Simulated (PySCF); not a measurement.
C4H3FO

```xyz
9

O     3.1237   -0.4253    0.2771
C     2.0412   -0.1014    0.0155
C     0.8334    0.2765   -0.2913
C    -0.3652   -0.2915    0.2832
C    -1.5848    0.1139   -0.0497
F    -2.6761   -0.4386    0.5087
H     0.7235    1.0651   -1.0198
H    -0.2468   -1.0781    1.0130
H    -1.8352    0.8853   -0.7619
```

Geometry: GFN2-xTB.

All numbers below come from B3LYP/def2-SVPD, SCF density, gas phase in PySCF.

> Predict the electron density and electron localisation function between the atoms.

C–O (1.16 Å): the density is about 3.7 e/Å³ at the midpoint; the ELF peaks at about 0.85 between the atoms: a multiple bond.
C–C (1.30 Å): ρ at the midpoint is about 2.3 e/Å³; the ELF peaks at about 0.90 between the atoms; a short, multiple covalent bond.
C–F (1.34 Å): ρ is about 2.3 e/Å³ halfway, with its minimum of 1.7 e/Å³ about 0.5 Å from C; the ELF peaks at about 0.85 between the atoms: a polar covalent bond.
C–H (1.08 Å): ρ is about 2 e/Å³ halfway; the ELF climbs to about 1 towards the hydrogen, as it does in any bond to H; a covalent bond by its length.

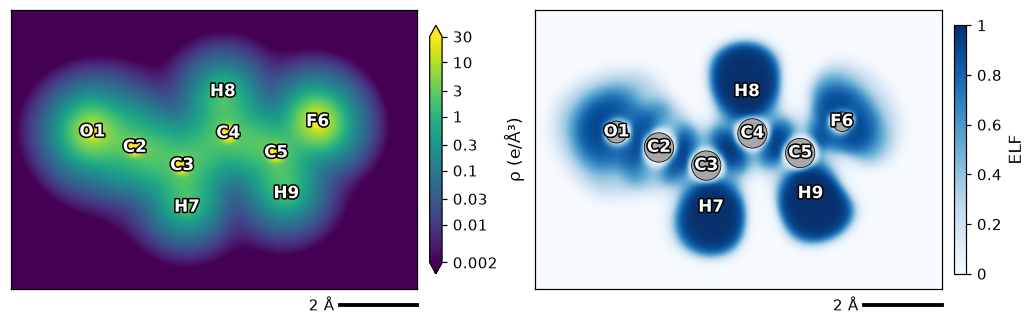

Computed electron density and electron localisation function on the molecular plane, in this order. Grey discs cover the atomic cores in the ELF map. 
